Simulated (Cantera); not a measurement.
Charge: 1 mol Si₂H₆, 0.79 mol CO₂, 110 mol N₂, equilibrated at 10.0 Torr.

These are equilibrium values from Cantera (NASA tables, ideal gas, pure condensed phases), not measurements of a reactor. Candidate condensed phases: C, C₆H₆, C₇H₈, C₈H₁₈, H₂O, Si, SiC, SiO₂, Si₂N₂O, Si₃N₄; 151 gas species. The feed counts by its element totals alone. Mutual solubility and eutectic melting of coexisting phases are not modelled. The tables' values for SiN are old estimates; treat these amounts as uncertain. The numbers say what is thermodynamically allowed, not how fast it happens.

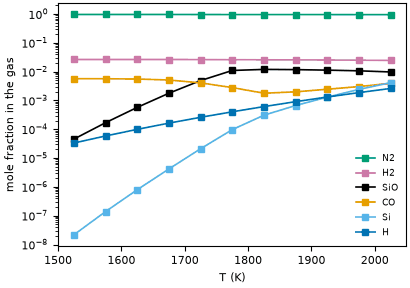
Figure. Equilibrium gas composition (values under 1e-9 drawn at 1e-9)

From 1525 K to 1725 K the condensed part is SiC(s) + Si₂N₂O(s). At 1775 K the condensed part is SiC(s) + Si₃N₄(s). From 1825 K to 1875 K the condensed part is SiC(s). From 1925 K to 1975 K the condensed part is Si(l) + SiC(s). At 2025 K the condensed part is SiC(s). The main Si-bearing gas is SiO throughout. The share of Si in condensed phases is highest at 1525 K (99.7 %) and lowest at 2025 K (15.1 %).
